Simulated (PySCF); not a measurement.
Run report: P₂H₂, NMR shielding calculation

System: P₂H₂ (phosphanylidenephosphane).
Method: GIAO PBE0/pcSseg-1 NMR shielding, non-relativistic, gas phase (PySCF 2.14.0).

The geometry comes from this level: GFN2-xTB. Figures and captions count atoms from 1; the log counts them from 0 in places.

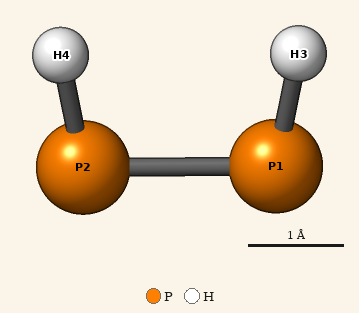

Figure 1. The structure as given in the input (ball-and-stick view, seen at a tilt; atoms are numbered from 1 in the order of the input).

**Input**
```
{"job": {"kind": "nmr", "xc": "PBE0", "basis": "pcSseg-1"}, "charge": 0, "multiplicity": 1}
P     -0.940817    -0.678380    -0.379920
P      1.008969    -0.681472     0.177869
H     -1.232767     0.684109    -0.218212
H      1.174849     0.680516     0.470566
```

The first line tells a small driver script what to run in PySCF; the rest is the geometry in Å.

Run as:
```bash
OMP_NUM_THREADS=1 python <driver script> task.json out
```

**Log**
```
coarse grid: 4488 points
cycle   1  E = -683.5648874302  dE =  2.093e-02  |g| = 1.053e-01  |ddm| = 1.949e+00
cycle   2  E = -683.5661177762  dE = -1.230e-03  |g| = 6.064e-02  |ddm| = 2.640e-01
cycle   3  E = -683.5673679609  dE = -1.250e-03  |g| = 1.845e-02  |ddm| = 1.232e-01
cycle   4  E = -683.5674705480  dE = -1.026e-04  |g| = 1.838e-03  |ddm| = 2.848e-02
cycle   5  E = -683.5674713072  dE = -7.592e-07  |g| = 4.569e-04  |ddm| = 2.404e-03
final grid: 34600 points
cycle   6  E = -683.5797981565  dE = -7.043e-06  |g| = 1.135e-03  |ddm| = 1.295e-02
cycle   7  E = -683.5797982504  dE = -9.390e-08  |g| = 1.036e-03  |ddm| = 3.672e-03
cycle   8  E = -683.5797985503  dE = -2.999e-07  |g| = 2.801e-04  |ddm| = 1.763e-03
cycle   9  E = -683.5797985736  dE = -2.329e-08  |g| = 1.327e-04  |ddm| = 5.331e-04
cycle  10  E = -683.5797985803  dE = -6.696e-09  |g| = 1.770e-05  |ddm| = 1.895e-04
cycle  11  E = -683.5797985804  dE = -1.086e-10  |g| = 1.576e-06  |ddm| = 2.758e-05
```

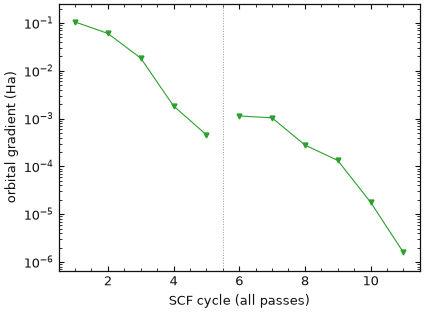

Figure 2. Convergence of the self-consistent field: orbital gradient against the SCF cycle. The dotted line marks the change from a coarse to the final integration grid. The first 5 cycles use a coarse grid, the final grid takes over at cycle 6, and the field converges after 11 cycles in all.

```
converged SCF energy = -683.5797985804

GIAO shielding tensors (ppm)
atom      isotropic    diamagn.    paramagn.     s11        s22        s33       span
  0 P     -270.997     966.352   -1237.350  -1222.237   -184.374    593.619   1815.855
  1 P     -270.798     966.348   -1237.146  -1221.795   -184.341    593.742   1815.537
  2 H       19.954      30.247     -10.293     13.582     22.356     23.925     10.343
  3 H       19.955      30.239     -10.284     13.584     22.351     23.929     10.345
```

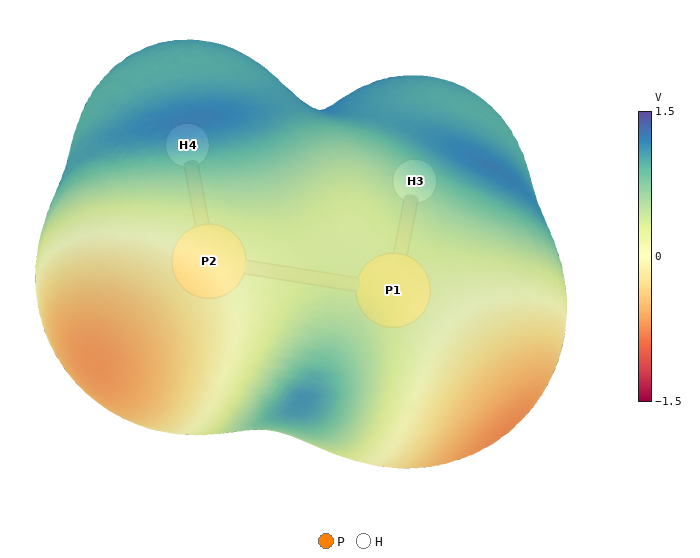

Figure 3. The molecular electrostatic potential painted on the density surface at 0.004 e/bohr³, seen at a tilt; red is negative and blue positive. A positive charge is drawn to the negative regions and a negative charge to the positive ones.

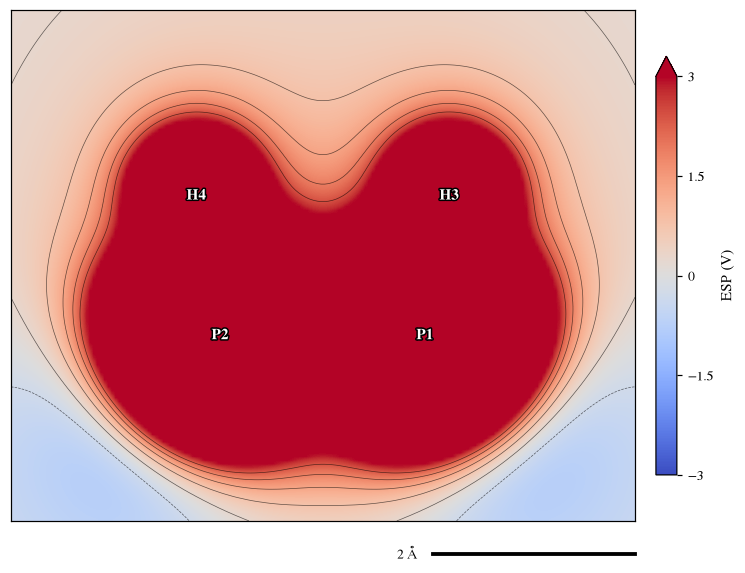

Figure 4. Molecular electrostatic potential on the molecular plane.

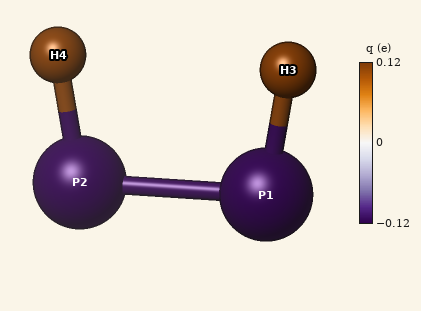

Figure 5. ESP-fitted charges, as the colour of each atom (ball-and-stick view, seen at a tilt; atoms are numbered from 1 in the order of the input). By element: P −0.12 and H +0.12 e.

**Summary**

```csv
quantity,value
outcome,converged
total energy,−683.579799 hartree
HOMO,−7.96 eV
LUMO,−3.05 eV
dipole moment,1.69 D
"isotropic shielding, P",−271.0 to −270.8 ppm
"isotropic shielding, H",20.0 ppm
hardware,"1 CPU thread, shared host"
wall time,4.6 s
peak memory,0.28 GiB
```
